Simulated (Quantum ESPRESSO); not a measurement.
# LaS (Fm-3m): phonons by linear response, part 2 of 3

How does LaS (Fm-3m) vibrate, and is this structure a minimum?

Quantum ESPRESSO 7.5; DFT LDA, scalar-relativistic, plane waves, GBRV ultrasoft pseudopotentials.

So far. Step 2 (A probe with smearing): No gap opens on this mesh, so smearing is kept; the start stands at -3.9 GPa. Step 4 (Self-consistent run for the response): The cell stands at 0.004 GPa, close enough for phonons. The relaxed cell has a = 5.769 Å (conventional setting).

## 5. Phonons on a q mesh

Linear response treats each wavevector in the unit cell, with no supercell; the 2×2×2 mesh fixes the range of the force constants to be had.

The input, ph.in:

```
phonons
&inputph
   prefix = 'x'
   outdir = './tmp'
   fildyn = 'x.dyn'
   tr2_ph = 1.0d-18
   alpha_mix(1) = 0.4
   nmix_ph = 8
   ldisp = .true.
   nq1 = 2
   nq2 = 2
   nq3 = 2
/
```

The run is started by

```sh
> OMP_NUM_THREADS=1 mpirun -n 4 ph.x -nk 4 -in ph.in > ph.out
```

The log of the run:

```text
[banners, grids, parts of the stress and lines that vanish by symmetry left out]
[banner, memory and clock lines left out]
Program PHONON v.7.5

     ./tmp/x.save/

     IMPORTANT: XC functional enforced from input :
     Exchange-correlation= PZ
                           (   1   1   0   0   0   0   0)
     Any further DFT definition will be discarded
     Please, verify this is what you really want

     G-vector sticks info

     Check: negative core charge=   -0.000001

     negative rho (up, down):  5.704E-02 0.000E+00
     Reading collected, re-writing distributed wavefunctions in ./tmp/

     Dynamical matrices for ( 2, 2, 2)  uniform grid of q-points
     (   3 q-points):
       N         xq(1)         xq(2)         xq(3)
       1   0.000000000   0.000000000   0.000000000
       2   0.500000000  -0.500000000   0.500000000
       3   0.000000000  -1.000000000   0.000000000

     Number and degeneracy of irreps per q-point
       N         xq(1)         xq(2)         xq(3)   N irreps
       1   0.000000000   0.000000000   0.000000000       2
        3   3
       2   0.500000000  -0.500000000   0.500000000       4
        1   2   1   2
       3   0.000000000  -1.000000000   0.000000000       4
        1   1   2   2

     Calculation of q =    0.0000000   0.0000000   0.0000000

     phonons

     bravais-lattice index     =            2
     lattice parameter (alat)  =      10.9015  a.u.
     unit-cell volume          =     323.8895 (a.u.)^3
     number of atoms/cell      =            2
     number of atomic types    =            2
     kinetic-energy cut-off    =      40.0000  Ry
     charge density cut-off    =     240.0000  Ry
     convergence threshold     =      1.0E-18
     beta                      =       0.4000
     number of iterations used =            8
     Exchange-correlation= PZ
                           (   1   1   0   0   0   0   0)

     celldm(1)=   10.90148  celldm(2)=    0.00000  celldm(3)=    0.00000
     celldm(4)=    0.00000  celldm(5)=    0.00000  celldm(6)=    0.00000

     crystal axes: (cart. coord. in units of alat)
               a(1) = ( -0.5000  0.0000  0.5000 )
               a(2) = (  0.0000  0.5000  0.5000 )
               a(3) = ( -0.5000  0.5000  0.0000 )

     reciprocal axes: (cart. coord. in units 2 pi/alat)
               b(1) = ( -1.0000 -1.0000  1.0000 )
               b(2) = (  1.0000  1.0000  1.0000 )
               b(3) = ( -1.0000  1.0000 -1.0000 )

     Atoms inside the unit cell:

     Cartesian axes

     site n.  atom      mass           positions (alat units)
        1  La    138.9055   tau(    1) = (    0.00000    0.00000    0.00000  )
        2  S      32.0600   tau(    2) = (   -0.50000    0.50000    0.50000  )

     Computing dynamical matrix for
                    q = (   0.0000000   0.0000000   0.0000000 )

     49 Sym.Ops. (with q -> -q+G )

     G cutoff =  722.4749  (  20179 G-vectors)     FFT grid: ( 40, 40, 40)
     G cutoff =  481.6499  (  11017 G-vectors)  smooth grid: ( 32, 32, 32)

     number of k points=    72  Marzari-Vanderbilt smearing, width (Ry)=  0.0200

     PseudoPot. # 1 for La read from file:
     ./pseudo/La.upf
     Pseudo is Ultrasoft + core correction, Zval = 11.0
     Using radial grid of  995 points,  8 beta functions with:
                l(1) =   0
                l(2) =   0
                l(3) =   1
                l(4) =   1
                l(5) =   2
                l(6) =   2
                l(7) =   3
                l(8) =   3
     Q(r) pseudized with  8 coefficients,  rinner =    1.700   1.700   1.700
                                                       1.700   1.700   1.700
                                                       1.700

     PseudoPot. # 2 for S  read from file:
     ./pseudo/S.upf
     Pseudo is Ultrasoft + core correction, Zval =  6.0
     Using radial grid of  907 points,  6 beta functions with:
                l(1) =   0
                l(2) =   0
                l(3) =   1
                l(4) =   1
                l(5) =   2
                l(6) =   2
     Q(r) pseudized with  8 coefficients,  rinner =    1.300   1.300   1.300
                                                       1.300   1.300

     Mode symmetry, O_h (m-3m)  point group:

     Atomic displacements:
     There are    2 irreducible representations

     Representation     1      3 modes -  To be done

     Representation     2      3 modes -  To be done

     Alpha used in Ewald sum =   2.4000

     negative rho (up, down):  5.704E-02 0.000E+00

     Representation #   1 modes #   1   2   3

     Self-consistent Calculation
      iter #   1   av.it.:   6.4
      thresh= 1.000E-02 alpha_mix =  0.400 |ddv_scf|^2 =  2.077E-07
      iter #   2   av.it.:  13.5
      thresh= 4.557E-05 alpha_mix =  0.400 |ddv_scf|^2 =  1.046E-08
      iter #   3   av.it.:  13.3
      thresh= 1.023E-05 alpha_mix =  0.400 |ddv_scf|^2 =  9.017E-10
      iter #   4   av.it.:  13.9
      thresh= 3.003E-06 alpha_mix =  0.400 |ddv_scf|^2 =  3.086E-11
      iter #   5   av.it.:  14.1
      thresh= 5.555E-07 alpha_mix =  0.400 |ddv_scf|^2 =  4.034E-13
      iter #   6   av.it.:  14.4
      thresh= 6.352E-08 alpha_mix =  0.400 |ddv_scf|^2 =  4.115E-14
      iter #   7   av.it.:  14.9
      thresh= 2.029E-08 alpha_mix =  0.400 |ddv_scf|^2 =  2.372E-16
      iter #   8   av.it.:  14.9
      thresh= 1.540E-09 alpha_mix =  0.400 |ddv_scf|^2 =  7.826E-19

     End of self-consistent calculation

     Convergence has been achieved

     Representation #   2 modes #   4   5   6

     Self-consistent Calculation
      iter #   1   av.it.:   7.5
      thresh= 1.000E-02 alpha_mix =  0.400 |ddv_scf|^2 =  4.574E-07
      iter #   2   av.it.:  13.2
      thresh= 6.763E-05 alpha_mix =  0.400 |ddv_scf|^2 =  3.167E-08
      iter #   3   av.it.:  13.0
      thresh= 1.780E-05 alpha_mix =  0.400 |ddv_scf|^2 =  4.240E-09
      iter #   4   av.it.:  13.9
      thresh= 6.511E-06 alpha_mix =  0.400 |ddv_scf|^2 =  8.040E-11
      iter #   5   av.it.:  14.1
      thresh= 8.967E-07 alpha_mix =  0.400 |ddv_scf|^2 =  1.152E-12
      iter #   6   av.it.:  14.1
      thresh= 1.073E-07 alpha_mix =  0.400 |ddv_scf|^2 =  1.031E-13
[...]
End of self-consistent calculation

     Convergence has been achieved

     Number of q in the star =    1
     List of q in the star:
          1   0.000000000   0.000000000   0.000000000

     Diagonalizing the dynamical matrix

     q = (    0.000000000   0.000000000   0.000000000 )

 **************************************************************************
     freq (    1) =      -0.137602 [THz] =      -4.589918 [cm-1]
     freq (    2) =      -0.137602 [THz] =      -4.589918 [cm-1]
     freq (    3) =      -0.137602 [THz] =      -4.589918 [cm-1]
     freq (    4) =       8.268155 [THz] =     275.795954 [cm-1]
     freq (    5) =       8.268155 [THz] =     275.795954 [cm-1]
     freq (    6) =       8.268155 [THz] =     275.795954 [cm-1]
 **************************************************************************

     Mode symmetry, O_h (m-3m)  point group:

     freq (   1-   3) =         -4.6  [cm-1]   --> T_1u G_15  G_4- I
     freq (   4-   6) =        275.8  [cm-1]   --> T_1u G_15  G_4- I

     Calculation of q =    0.5000000  -0.5000000   0.5000000
     [... set-up and bands at k+q left out ...]

     Mode symmetry, D_3d (-3m)  point group:

     Atomic displacements:
     There are    4 irreducible representations

     Representation     1      1 modes -  To be done

     Representation     2      2 modes -  To be done

     Representation     3      1 modes -  To be done

     Representation     4      2 modes -  To be done

     Message from routine init_vloc:
     Interpolation table for Vloc re-allocated

     Alpha used in Ewald sum =   2.4000

     negative rho (up, down):  5.704E-02 0.000E+00

     Representation #   1 mode #   1

     Self-consistent Calculation

[...]
End of self-consistent calculation

     Convergence has been achieved

     Representation #   2 modes #   2   3

     Self-consistent Calculation

[...]
End of self-consistent calculation

     Convergence has been achieved

     Representation #   3 mode #   4

     Self-consistent Calculation

[...]
End of self-consistent calculation

     Convergence has been achieved

     Representation #   4 modes #   5   6

     Self-consistent Calculation

[...]
End of self-consistent calculation

     Convergence has been achieved

     Number of q in the star =    4
     List of q in the star:
          1   0.500000000  -0.500000000   0.500000000
          2   0.500000000   0.500000000  -0.500000000
          3  -0.500000000  -0.500000000  -0.500000000
          4   0.500000000  -0.500000000  -0.500000000

     Diagonalizing the dynamical matrix

     q = (    0.500000000  -0.500000000   0.500000000 )

 **************************************************************************
     freq (    1) =       3.421531 [THz] =     114.129987 [cm-1]
     freq (    2) =       3.472411 [THz] =     115.827152 [cm-1]
     freq (    3) =       3.472411 [THz] =     115.827152 [cm-1]
     freq (    4) =       7.702206 [THz] =     256.917928 [cm-1]
     freq (    5) =       7.702206 [THz] =     256.917928 [cm-1]
     freq (    6) =       8.118267 [THz] =     270.796225 [cm-1]
 **************************************************************************

     Mode symmetry, D_3d (-3m)  point group:

     freq (   1-   1) =        114.1  [cm-1]   --> A_2u L_2'
     freq (   2-   3) =        115.8  [cm-1]   --> E_u  L_3'
     freq (   4-   5) =        256.9  [cm-1]   --> E_g  L_3
     freq (   6-   6) =        270.8  [cm-1]   --> A_1g L_1

     Calculation of q =    0.0000000  -1.0000000   0.0000000
     [... set-up and bands at k+q left out ...]

     Mode symmetry, D_4h(4/mmm) point group:

     Atomic displacements:
     There are    4 irreducible representations

     Representation     1      1 modes -  To be done

     Representation     2      1 modes -  To be done

     Representation     3      2 modes -  To be done

     Representation     4      2 modes -  To be done

     Alpha used in Ewald sum =   2.4000

     negative rho (up, down):  5.704E-02 0.000E+00

     Representation #   1 mode #   1

     Self-consistent Calculation

[...]
End of self-consistent calculation

     Convergence has been achieved

     Representation #   2 mode #   2

     Self-consistent Calculation

[...]
End of self-consistent calculation

     Convergence has been achieved

     Representation #   3 modes #   3   4

     Self-consistent Calculation

[...]
End of self-consistent calculation

     Convergence has been achieved

     Representation #   4 modes #   5   6

     Self-consistent Calculation

[...]
iter #   4   av.it.:  13.0
      thresh= 1.164E-05 alpha_mix =  0.400 |ddv_scf|^2 =  3.315E-10

      iter #   5   av.it.:  13.3
      thresh= 1.821E-06 alpha_mix =  0.400 |ddv_scf|^2 =  4.419E-12

      iter #   6   av.it.:  13.4
      thresh= 2.102E-07 alpha_mix =  0.400 |ddv_scf|^2 =  8.159E-14

      iter #   7   av.it.:  13.7
      thresh= 2.856E-08 alpha_mix =  0.400 |ddv_scf|^2 =  4.672E-15

      iter #   8   av.it.:  13.6
      thresh= 6.835E-09 alpha_mix =  0.400 |ddv_scf|^2 =  2.443E-17

      iter #   9   av.it.:  13.4
      thresh= 4.943E-10 alpha_mix =  0.400 |ddv_scf|^2 =  2.667E-18

      iter #  10   av.it.:  13.6
      thresh= 1.633E-10 alpha_mix =  0.400 |ddv_scf|^2 =  1.600E-20

     End of self-consistent calculation

     Convergence has been achieved

     Number of q in the star =    3
     List of q in the star:
          1   0.000000000  -1.000000000   0.000000000
          2  -1.000000000   0.000000000   0.000000000
          3   0.000000000   0.000000000   1.000000000

     Diagonalizing the dynamical matrix

     q = (    0.000000000  -1.000000000   0.000000000 )

 **************************************************************************
     freq (    1) =       2.611758 [THz] =      87.118874 [cm-1]
     freq (    2) =       2.611758 [THz] =      87.118874 [cm-1]
     freq (    3) =       3.118593 [THz] =     104.025051 [cm-1]
     freq (    4) =       7.759580 [THz] =     258.831726 [cm-1]
     freq (    5) =       7.765952 [THz] =     259.044289 [cm-1]
     freq (    6) =       7.765952 [THz] =     259.044289 [cm-1]
 **************************************************************************

     Mode symmetry, D_4h(4/mmm) point group:

     freq (   1-   2) =         87.1  [cm-1]   --> E_u  X_5' M_5'
     freq (   3-   3) =        104.0  [cm-1]   --> A_2u X_4' M_4'
     freq (   4-   4) =        258.8  [cm-1]   --> A_2u X_4' M_4'
     freq (   5-   6) =        259.0  [cm-1]   --> E_u  X_5' M_5'


[key lines of the parts left out:]
the Fermi energy is    12.1891 ev
```

Run time: 16 min. Hardware: 4 MPI ranks of Arm Neoverse N1, shared host.

Read from the output:

| Item | Value |
| --- | --- |
| largest acoustic frequency at the zone centre before the sum rule | -4.59 cm⁻¹ |
| highest optical zone-centre mode (no LO-TO term) | 275.8 cm⁻¹ |
| lowest optical zone-centre mode | 275.8 cm⁻¹ |
| lowest mode on the q mesh (acoustic ones at the zone centre apart) | 87.12 cm⁻¹ |

Frequencies (cm⁻¹) at each irreducible wavevector; negative means imaginary. Frequencies by wavevector:

| q (fractions) | star | mode 1 | mode 2 | mode 3 | mode 4 | mode 5 | mode 6 |
| --- | --- | --- | --- | --- | --- | --- | --- |
| 0 0 0 | 1 | -4.59 | -4.59 | -4.59 | 275.8 | 275.8 | 275.8 |
| 0 0 -0.5 | 4 | 114.1 | 115.8 | 115.8 | 256.9 | 256.9 | 270.8 |
| 0 -0.5 -0.5 | 3 | 87.12 | 87.12 | 104 | 258.8 | 259 | 259 |

The acoustic modes at Γ come out as far as 4.6 cm⁻¹ from zero, where they should vanish, a small numerical error.

## 6. Fourier transform to real space

The dynamical matrices of the mesh are Fourier-transformed to force constants in real space.

The input, q2r.in:

```
&input
   fildyn = 'x.dyn'
   zasr = 'simple'
   flfrc = 'x.fc'
/
```

The run is started by

```sh
> q2r.x < q2r.in > q2r.out
```

The log of the run:

```text
[banners, grids, parts of the stress and lines that vanish by symmetry left out]
[banner, memory and clock lines left out]
Program Q2R v.7.5

  reading grid info from file x.dyn0

  reading force constants from file x.dyn1
  Dielectric Tensor not found
  nqs=            1
 q=   0.00000000  0.00000000  0.00000000
  reading force constants from file x.dyn2
  nqs=            4
 q=   0.50000000 -0.50000000  0.50000000
[...]
reading force constants from file x.dyn3
  nqs=            3
[...]
q=  -1.00000000  0.00000000  0.00000000
 q=   0.00000000  0.00000000  1.00000000

      q-space grid ok, #points =    8

      fft-check success (sum of imaginary terms < 10^-12)
```

The job ended after 0.48 s (1 thread).

## 7. Dispersion

From the force constants any wavevector is cheap; points of the mesh come back as solved, but for the sum rule and, in polar crystals, the LO-TO term at Γ; the rest is interpolation.

The input, matdyn.in:

```
&input
   asr = 'simple'
   flfrc = 'x.fc'
   flfrq = 'x.freq'
   flvec = 'x.modes'
   q_in_band_form = .true.
   q_in_cryst_coord = .true.
/
8
  0.0000000   0.0000000   0.0000000  12  ! GAMMA
 -0.0000000   0.5000000   0.5000000  12  ! X
 -0.0000000   0.6250000   0.3750000   1  ! U
 -0.3750000   0.3750000  -0.0000000  12  ! K
  0.0000000   0.0000000   0.0000000  12  ! GAMMA
 -0.0000000   0.5000000   0.0000000  12  ! L
 -0.2500000   0.5000000   0.2500000  12  ! W
 -0.0000000   0.5000000   0.5000000   1  ! X
```

The run is started by

```sh
> matdyn.x -in matdyn.in > matdyn.out
```

The log of the run:

```text
[banner, memory and clock lines left out]
Program MATDYN v.7.5

 mass for atomic type   1 not given; uses mass from file x.fc
 mass for atomic type   2 not given; uses mass from file x.fc
     Message from routine matdyn:
     Z* not found in file x.fc, TO-LO splitting at q=0 will be absent!
     Message from routine matdyn:
     Z* not found in file x.fc, TO-LO splitting at q=0 will be absent!

Note: The following floating-point exceptions are signalling: IEEE_UNDERFLOW_FLAG
```

The job ended after 0.49 s (1 thread).

Numbers from this step:

```yaml
lowest_frequency_on_the_path: 0 cm⁻¹
mean_frequency: 180.1 cm⁻¹
debye_temperature_second_moment: 369 K
logarithmic_mean_frequency: 158.2 cm⁻¹
```

Matdyn.x, sum rule simple. Phonon branches along the path, in cm⁻¹:

```csv
point,branch 1,branch 2,branch 3,branch 4,branch 5,branch 6
Γ,0,0,0,276,276,276
X,87,87,104,259,259,259
U,97,107,107,254,259,264
jump to K,97,107,107,254,259,264
Γ,0,0,0,276,276,276
L,114,116,116,257,257,271
W,94,94,124,248,264,264
X,87,87,104,259,259,259
```

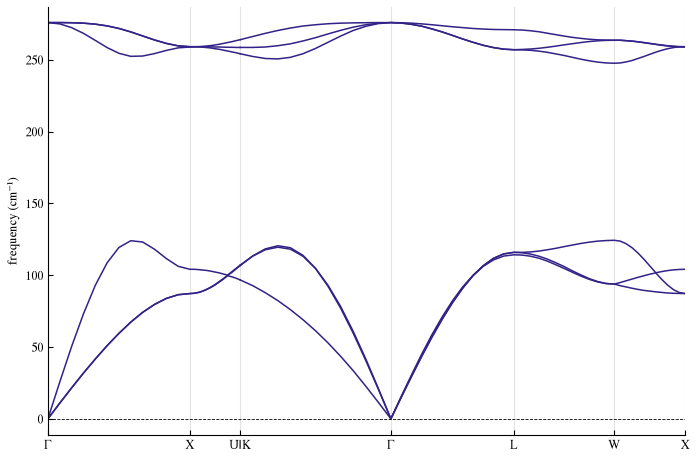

Phonon branches along the path.

Lowest modes at the softest wavevector of the mesh; phase exp(i q.(R + tau)). Modes at q = (0.500, 0.000, 0.500), with each element's share of the kinetic energy:

```csv
mode,frequency (cm⁻¹),La %,S %
1,87.1,85,15
2,87.1,85,15
3,104.0,88,12
4,258.8,12,88
5,259.0,15,85
6,259.0,15,85
```

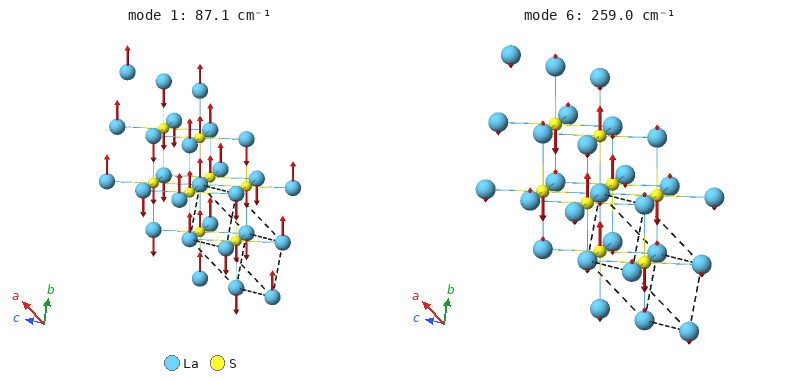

Displacement patterns of modes 1 and 6 at q = (0.500, 0.000, 0.500); arrows are exaggerated. Bonds to atoms that aren't drawn are left out. 2×2×2 cells are drawn. The axes are those of the cell as run, not the conventional ones. Some periodic images of atoms are drawn too.

Force constants by pair (phonopy on the run's constants); pairs near half the supercell's span include their periodic images. Pair force constants, by row:

```csv
atom,neighbour,distance (Å),third of the trace (eV/Å²),along the pair's line (eV/Å²)
La1,itself,0,7.506,–
La1,S,2.884,-1.158,-2.76
La1,La,4.079,-0.1563,-0.1671
La1,S,4.996,-0.1703,-0.1703
La1,La,5.769,0.7194,0.7194
S2,itself,0,7.555,–
S2,La,2.884,-1.158,-2.76
S2,S,4.079,0.0412,-0.1232
S2,La,4.996,-0.1703,-0.1703
S2,S,5.769,-0.5146,-0.5146
```

Harmonic mean-square displacement, third of the trace. Mean-square displacements:

```csv
T (K),La1 U_eq (Å²),S2 U_eq (Å²)
0,0.00124,0.00236
100,0.00233,0.00309
300,0.00626,0.00651
600,0.01237,0.01241
```

Mode patterns, pair constants, displacements and means over the zone were worked out by phonopy from the force constants of q2r.x.

All branches are real along the path.

## 8. Density of states

Sums over the zone need many more wavevectors than were solved, so the interpolation is sampled on a dense mesh.

The input, matdyn.in:

```
&input
   asr = 'simple'
   flfrc = 'x.fc'
   dos = .true.
   fldos = 'x.dos'
   nk1 = 14
   nk2 = 14
   nk3 = 14
   deltaE = 0.3
/
```

The run is started by

```sh
> matdyn.x -in matdyn.in > matdyn.out
```

The log of the run:

```text
[banner, memory and clock lines left out]
Program MATDYN v.7.5

 mass for atomic type   1 not given; uses mass from file x.fc
 mass for atomic type   2 not given; uses mass from file x.fc
     Message from routine matdyn:
     Z* not found in file x.fc, TO-LO splitting at q=0 will be absent!

Note: The following floating-point exceptions are signalling: IEEE_UNDERFLOW_FLAG
```

Elapsed: 9.9 s, on 1 thread.

Numbers from this step:

- share of modes beyond 3i cm⁻¹ on the dense interpolated mesh: 0
- zero-point energy per atom: 33.53 meV
- heat capacity at 300 K: 23.18 J/(mol atoms K)
- vibrational entropy at 300 K: 32.69 J/(mol atoms K)

The phonon density of states has structure finer than the step of the table below, so its rows give means over 20 cm⁻¹, whole bins alone (the curve runs from 0 to 275 cm⁻¹). Peaks (cm⁻¹: height): total 117.0: 0.110, 255.6: 0.140, 261.0: 0.234; La 117.0: 0.108, 261.0: 0.0167; S 255.6: 0.135, 261.0: 0.218.

Tetrahedra. The phonon density of states by wavenumber; means over each step; values in 1/cm⁻¹/cell:

```csv
wavenumber (cm⁻¹),total,La,S
20,5.7e-4,4.7e-4,1.0e-4
40,0.00322,0.00269,5.4e-4
60,0.00963,0.00824,0.00139
80,0.0279,0.0245,0.00336
100,0.0575,0.0528,0.00475
120,0.0511,0.0500,0.00108
140,0,0,0
160,0,0,0
180,0,0,0
200,0,0,0
220,0,0,0
240,0.00174,2.5e-5,0.00171
260,0.124,0.00823,0.116
```

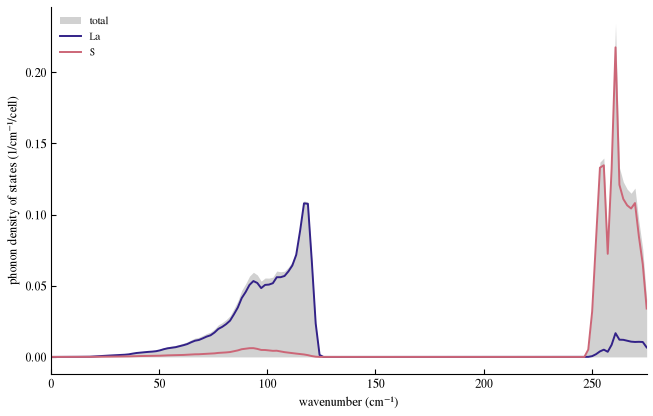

Phonon density of states, plotted against wavenumber.

Harmonic thermodynamic functions per atom, summed over the density of states scaled to three modes an atom; melting is ignored. Thermodynamic functions:

```csv
T (K),F_vib (meV/atom),S (J/mol-atom/K),C_V (J/mol-atom/K)
0,33.53,0,0
50,33.03,3.393,7.075
100,29.34,10.88,14.82
200,11.08,23.63,21.3
300,-18.35,32.69,23.18
400,-55.9,39.47,23.92
500,-99.69,44.85,24.28
600,-148.6,49.3,24.48
700,-201.7,53.08,24.6
800,-258.4,56.37,24.68
900,-318.4,59.28,24.74
1000,-381.2,61.89,24.77
```

At 300 K the heat capacity has reached 93 % of the Dulong-Petit value.

(Part 2 of 3 ends here.)

[Host names and launcher messages were left out of these logs when they were recorded.]

[Logs are printed without paths, hosts, clocks, repeated set-up lines and the standing remarks that a program may print on its own settings, such as how far it seeks lower states.]

[Hosts, paths, dates, database ids (printed as entryN), source tags and the programs' standing remarks are cut or masked in the printed files.]
